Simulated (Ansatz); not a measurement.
```xyz
9

F    -2.8567   -0.5183    0.4881
F    -2.9111    0.2045   -2.1743
F    -1.6015   -2.0849   -1.4049
Ge   -1.9408   -0.4763   -0.9460
O    -0.5074    0.4276   -0.6966
Si    0.8609    0.9329   -1.5333
H     1.6116   -0.2572   -2.0248
H     0.4529    1.7837   -2.6870
H     1.6822    1.7116   -0.5705
```

Geometry: PBE0-D4/def2-SVP.

Level of theory: isolated molecule in a Gaussian basis; Kohn-Sham density functional theory, functional PBE0 in Ansatz.

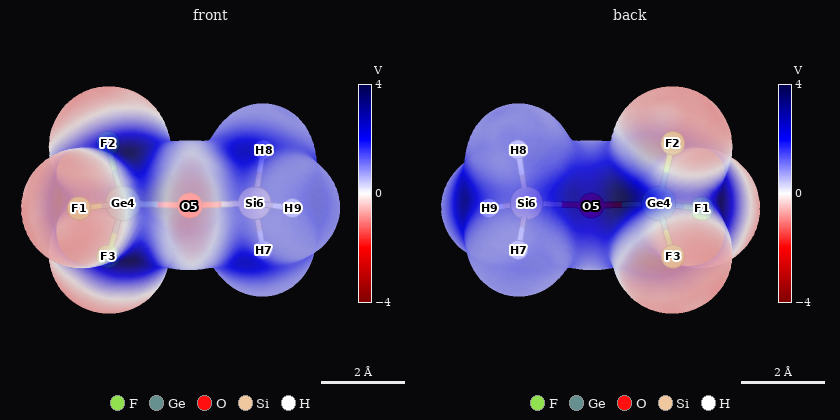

F3GeH3OSi. The molecular electrostatic potential painted on the density surface at 0.004 e/bohr³, seen from the front and from behind; red is negative and blue positive.

Q: Which sites attract a positive test charge, and which a negative one?

A: A positive charge is drawn to the negative regions and a negative charge to the positive ones. The most negative region (about −0.7 V) lies over F1, F2 and F3, the most positive (about +3.7 V) over Ge4.
